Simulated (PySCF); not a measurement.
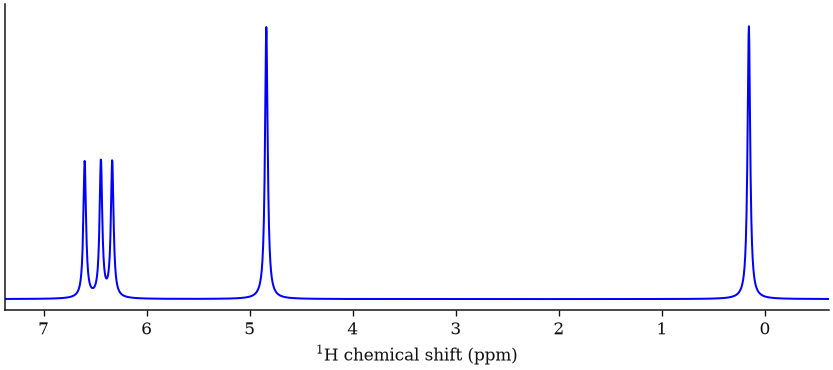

GIAO shifts, CAM-B3LYP/pcSseg-2, PySCF, at a PBE0-D3(BJ)/def2-SVP geometry (no frequency check), against TMS for ¹H computed at the same level. Gas phase, fully decoupled, line heights follow the number of nuclei, widths are arbitrary (no quadrupolar broadening); values of one conformer, averaged over nuclei that symmetry, rotation about single bonds or inversion at nitrogen exchange, these motions taken as fast; other conformers aren't averaged in. Protons on N, O or S are those of the isolated molecule, without hydrogen bonds to neighbours or exchange.

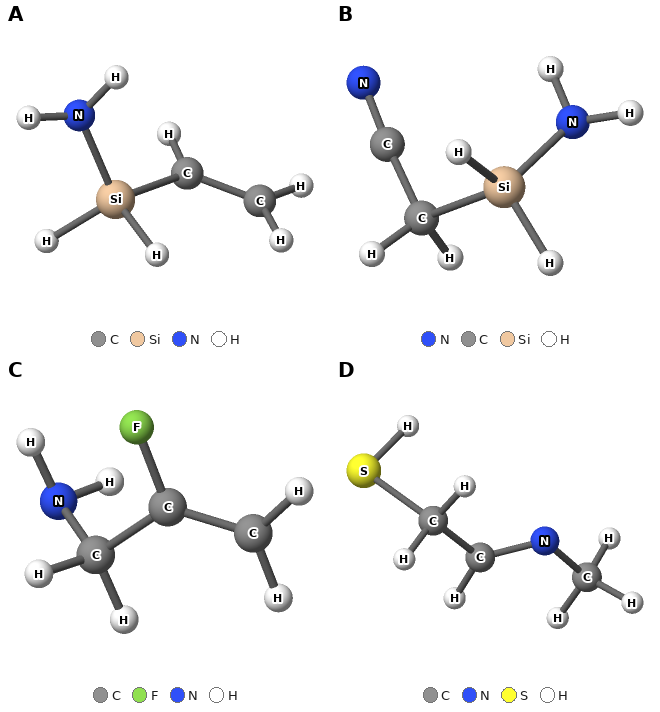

Question: Which molecule was computed? Choose among the lettered structures.

Answer: Structure A, C₂H₇NSi, SMILES C=C[SiH2]N. Its ¹H signals: 6.60 (1 H), 6.44 (1 H), 6.33 (1 H), 4.84 (2 H), 0.16 (2 H) ppm.
